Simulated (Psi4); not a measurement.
**UPBE/def2-TZVP run of N2H3 (hydrazinyl radical)**

What is the vertical ionisation energy of N2H3 (hydrazinyl radical) at UPBE/def2-TZVP? 

The results are computed with Psi4 1.11.

### Step 1. The system as given

N2H3: 5 atoms, total charge 0, spin state doublet. SMILES: `[NH]N`. The coordinates come from a PBE0-D4/def2-TZVP relaxation. This is one conformer, not always the lowest.

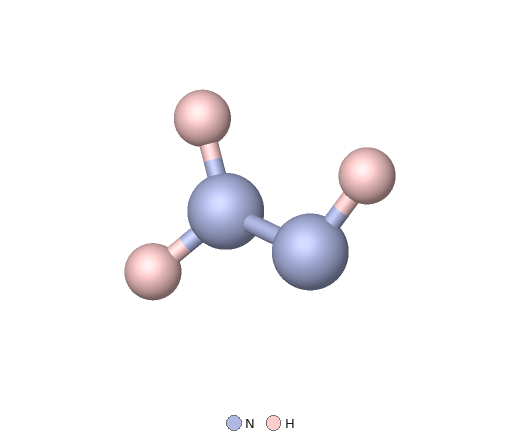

Viewed from a chosen angle; nitrogen light blue, hydrogen pink.

### Step 2. The energy at UPBE/def2-TZVP

job.dat

```
memory 2200 MB

molecule {
  0 2
  N     -0.187600    -0.818050     0.454040
  N     -0.128660     0.235610    -0.368450
  H      0.759840    -0.951450     0.811270
  H     -1.030950     0.592300    -0.640030
  H      0.587360     0.941580    -0.256830
  symmetry c1
  no_reorient
  no_com
}

set {
  reference uks
  puream true
  e_convergence 1e-09
  d_convergence 1e-08
  scf_type pk
  dft_radial_points 99
  dft_spherical_points 590
  maxiter 100
}

E, wfn = energy('pbe/def2-TZVP', return_wfn=True)
oeprop(wfn, 'LOWDIN_CHARGES', 'DIPOLE', 'WIBERG_LOWDIN_INDICES')
```

On the command line:

```console
$ psi4 -i job.dat -o job.out -n 1
```

job.out:

```text
[...]
  Running in c1 symmetry.
[...]
  Nuclear repulsion =   36.727994683701468
[...]
  Multiplicity = 2
[...]
  Nalpha       = 9
  Nbeta        = 8
[...]
    Number of basis functions: 80
[...]
   @UKS iter   1:  -110.87599130153664   -9.38301e-02   9.83376e-03 ADIIS/DIIS
[...]
   @UKS iter  13:  -111.14737565946542   -1.23634e-12   4.83977e-09 DIIS
[...]
   @S^2 Observed:                7.524820137E-01
[...]
    Orbital Energies [Eh]
    ---------------------
    Alpha Occupied:
       1A    -14.030193     2A    -13.983269     3A     -0.905192
       4A     -0.668674     5A     -0.503576     6A     -0.427091
       7A     -0.338937     8A     -0.244285     9A     -0.138122
    Alpha Virtual:
      10A      0.000362    11A      0.040465    12A      0.075690
      13A      0.200166    14A      0.267755    15A      0.289540
      16A      0.323811    17A      0.333897    18A      0.367408
      19A      0.373650    20A      0.402913    21A      0.428395
      22A      0.460179    23A      0.495056    24A      0.535359
      25A      0.789687    26A      0.893417    27A      0.964351
[...]
  @UKS Final Energy:  -111.14737565946542
   => Energetics <=
    Nuclear Repulsion Energy =             36.7279946837014677
    One-Electron Energy =                -222.9778516110843043
    Two-Electron Energy =                  89.8803441379563992
    DFT Exchange-Correlation Energy =     -14.7778628700389838
    Empirical Dispersion Energy =           0.0000000000000000
    VV10 Nonlocal Energy =                  0.0000000000000000
    Total Energy =                       -111.1473756594654247
[...]
 Multipole Moments:
 ------------------------------------------------------------------------------------
     Multipole            Electronic (a.u.)      Nuclear  (a.u.)        Total (a.u.)
 ------------------------------------------------------------------------------------
 L = 1.  Multiply by 2.5417464519 to convert [e a0] to [Debye]
 Dipole X            :          4.0382620           -3.5858876            0.4523744
 Dipole Y            :          7.5394047           -6.6039314            0.9354733
 Dipole Z            :         -1.1486157            0.9704500           -0.1781658
 Magnitude           :                                                    1.0542751
[...]
```

Run time: 42 s. Hardware: 1 thread of Intel Xeon at 2.50GHz (Skylake/Cascade Lake), shared host; peak memory 0.91 GiB.

### Step 3. The singlet cation

h3n2.json

```json
{
 "schema_name": "qcschema_input",
 "schema_version": 1,
 "molecule": {
  "schema_name": "qcschema_molecule",
  "schema_version": 2,
  "symbols": ["N", "N", "H", "H", "H"],
  "geometry": [-0.35451262, -1.54589046, 0.85801125, -0.24313216, 0.44523837, -0.69626959, 1.4358895, -1.79797992, 1.53307811, -1.94821315, 1.11928478, -1.20948141, 1.10994954, 1.77932832, -0.48533836],
  "molecular_charge": 1,
  "molecular_multiplicity": 1,
  "fix_symmetry": "c1",
  "fix_com": true,
  "fix_orientation": true
 },
 "driver": "energy",
 "model": {
  "method": "pbe",
  "basis": "def2-TZVP"
 },
 "keywords": {
  "reference": "rks",
  "puream": true,
  "e_convergence": 1e-09,
  "d_convergence": 1e-08,
  "scf_type": "pk",
  "dft_radial_points": 99,
  "dft_spherical_points": 590,
  "scf_properties": ["LOWDIN_CHARGES", "MULLIKEN_CHARGES", "DIPOLE"]
 }
}
```

On the command line:

```console
$ psi4 --qcschema h3n2.json -n 1 --memory 2200MB
```

stdout:

```text
[...]
  Running in c1 symmetry.
[...]
  Nuclear repulsion =   36.727994691660108
[...]
  Multiplicity = 1
[...]
  Nalpha       = 8
  Nbeta        = 8
[...]
    Number of basis functions: 80
[...]
   @RKS iter   1:  -110.76977978577270    1.23814e-02   5.55656e-03 ADIIS/DIIS
[...]
   @RKS iter  11:  -110.84605672255182   -2.01794e-12   3.08293e-09 DIIS
[...]
    Orbital Energies [Eh]
    ---------------------
    Doubly Occupied:
       1A    -14.410369     2A    -14.387065     3A     -1.257612
       4A     -1.006948     5A     -0.837846     6A     -0.766883
       7A     -0.676670     8A     -0.578812
[...]
  @RKS Final Energy:  -110.84605672255182
   => Energetics <=
    Nuclear Repulsion Energy =             36.7279946916601077
    One-Electron Energy =                -217.0022180381203611
    Two-Electron Energy =                  83.8317496899952062
    DFT Exchange-Correlation Energy =     -14.4035830660867763
    Empirical Dispersion Energy =           0.0000000000000000
    VV10 Nonlocal Energy =                  0.0000000000000000
    Total Energy =                       -110.8460567225518218
[...]
 Multipole Moments:
 ------------------------------------------------------------------------------------
     Multipole            Electronic (a.u.)      Nuclear  (a.u.)        Total (a.u.)
 ------------------------------------------------------------------------------------
 L = 1.  Multiply by 2.5417464519 to convert [e a0] to [Debye]
 Dipole X            :          3.8812425           -3.5858876            0.2953549
 Dipole Y            :          7.0557836           -6.6039314            0.4518522
 Dipole Z            :         -1.0436636            0.9704500           -0.0732137
 Magnitude           :                                                    0.5447616
[...]
  Mulliken Charges: (a.u.)
   Center  Symbol    Alpha    Beta     Spin     Total
       1     N     3.47366  3.47366  0.00000  0.05267
       2     N     3.50961  3.50961  0.00000 -0.01923
       3     H     0.35141  0.35141  0.00000  0.29718
       4     H     0.33005  0.33005  0.00000  0.33990
       5     H     0.33526  0.33526  0.00000  0.32948
   Total alpha =  8.00000, Total beta =  8.00000, Total charge =  1.00000
  Lowdin Charges: (a.u.)
   Center  Symbol    Alpha    Beta     Spin     Total
       1     N     3.41134  3.41134  0.00000  0.17732
[...]
```

The result, in JSON:

```text
{
 "driver": "energy",
 "model": {
  "method": "pbe",
  "basis": "def2-TZVP"
 },
 "success": true,
 "return_result": -110.84605672255182,
 "properties": {
  "calcinfo_nbasis": 80,
  "calcinfo_nmo": 80,
  "calcinfo_nalpha": 8,
  "calcinfo_nbeta": 8,
  "calcinfo_natom": 5,
  "nuclear_repulsion_energy": 36.72799469166011,
  "return_energy": -110.84605672255182,
  "scf_one_electron_energy": -217.00221803812036,
  "scf_two_electron_energy": 83.8317496899952,
  "scf_xc_energy": -14.403583066086776,
  "scf_dipole_moment": [0.2953549278697749, 0.4518521993939091, -0.0732136818691469],
  "scf_total_energy": -110.84605672255182,
  "scf_iterations": 11
 }
}
```

Run time: 23 s. Hardware: 1 thread of Intel Xeon at 2.50GHz (Skylake/Cascade Lake), shared host; peak memory 0.91 GiB.

### Step 4. What came out

At UPBE/def2-TZVP:

| quantity | value |
| --- | --- |
| doublet N2H3: total energy | -111.14738 Eh |
| doublet N2H3: dipole moment | 2.68 D |
| doublet N2H3: HOMO energy (highest over α and β) | -3.76 eV |
| doublet N2H3: LUMO energy (lowest over α and β) | -2.02 eV |
| doublet N2H3: ⟨S²⟩ | 0.752 |
| singlet cation: total energy | -110.84606 Eh |
| singlet cation: HOMO energy | -15.75 eV |
| singlet cation: LUMO energy | -12.70 eV |
| singlet cation: HOMO–LUMO gap | 3.05 eV |
| vertical ionisation energy (to the singlet cation) | 8.199 eV |

In words: The vertical ionisation energy comes to 8.20 eV (791 kJ/mol). Only the singlet of the ionised species was computed; a triplet could lie lower.
